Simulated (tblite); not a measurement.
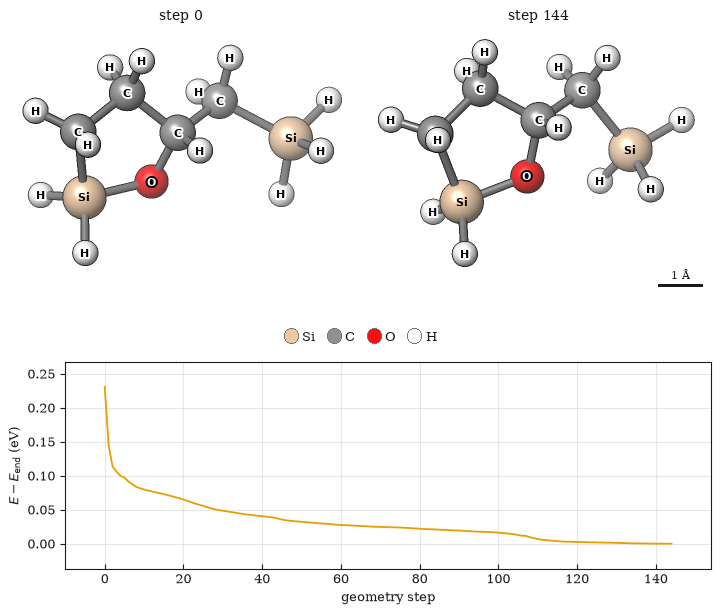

First and last geometry of a relaxation of C₄H₁₂OSi₂, with the history of the run. A ball-and-stick model, seen at a tilt.

Theory: tblite 0.8.0, GFN2-xTB geometry optimisation, gas phase. 

Question: What do the curves and the structures tell?

Answer: It converged. The energy falls by 0.231 eV in 144 geometry steps. The largest move after the best rigid fit is that of an H atom, 1.17 Å. By element the largest moves are H 1.17 Å, O 0.59 Å, Si 0.52 Å, C 0.37 Å. Some distances before and after: O–Si 3.375 → 2.678 Å, O–Si 1.691 → 1.632 Å, C–O 1.459 → 1.423 Å, C–Si 1.875 → 1.906 Å. Among the angles between lasting bonds that change: Si–C–C 115.9° → 107.1°, Si–C–H 106.8° → 112.6°, C–O–Si 110.8° → 115.3°. Groups turn about C–C by about 40°. Cost: 1.9 s on 1 thread of Arm Neoverse N1, on a shared host.
